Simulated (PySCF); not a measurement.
Species, as SMILES: C=C=O.
Geometry (B3LYP-D3(BJ)/def2-TZVP, fixed):
```xyz
5

C      0.0091     0.0017    -1.2056
C     -0.0008    -0.0001     0.1027
H      0.0282     0.9401    -1.7377
H     -0.0018    -0.9351    -1.7406
O     -0.0096    -0.0018     1.2620
```
Charge 0, spin multiplicity 1.

Basis-set convergence of the mean static polarisability at HF with PySCF. All functions are spherical. Density fitting with generated auxiliary sets. No added dispersion term, no relativity. Reference: the value in d-aug-cc-pVTZ, 27.71 bohr³, itself unsure by roughly 0.3 % (its mean distance from aug-pcseg-2, aug-cc-pVTZ). Deviations are taken from unrounded values. Cost is core time over that of Sadlej pVTZ, rough, on shared machines of one kind; a dash marks a row that isn't timed (too short, read off another run, short of memory, by another algorithm or on other hardware).

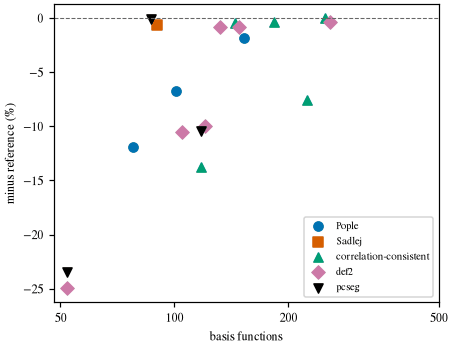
*Deviation from the reference against the number of basis functions, by family of sets.*

```tsv
basis	functions	mean static polarisability (bohr³)	minus reference (%)	cost
def2-SVP	52	20.79	-25.0	-
pcseg-1	52	21.22	-23.4	-
6-311+G**	78	24.40	-11.9	0.8×
aug-pcseg-1	87	27.68	-0.1	0.8×
Sadlej pVTZ	90	27.53	-0.6	1×
6-311++G(2d,2p)	101	25.85	-6.7	1×
def2-TZVP	105	24.79	-10.6	2×
cc-pVTZ	118	23.89	-13.8	1×
pcseg-2	118	24.81	-10.5	2×
def2-TZVPP	121	24.96	-9.9	2×
def2-TZVPD	132	27.48	-0.8	2×
jun-cc-pV(T+d)Z	145	27.57	-0.5	3×
def2-TZVPPD	148	27.48	-0.8	3×
6-311++G(3df,3pd)	153	27.21	-1.8	4×
aug-cc-pVTZ	184	27.61	-0.4	5×
cc-pVQZ	225	25.61	-7.6	10×
d-aug-cc-pVTZ	250	27.71	0.0	10×
def2-QZVPPD	258	27.60	-0.4	20×
```
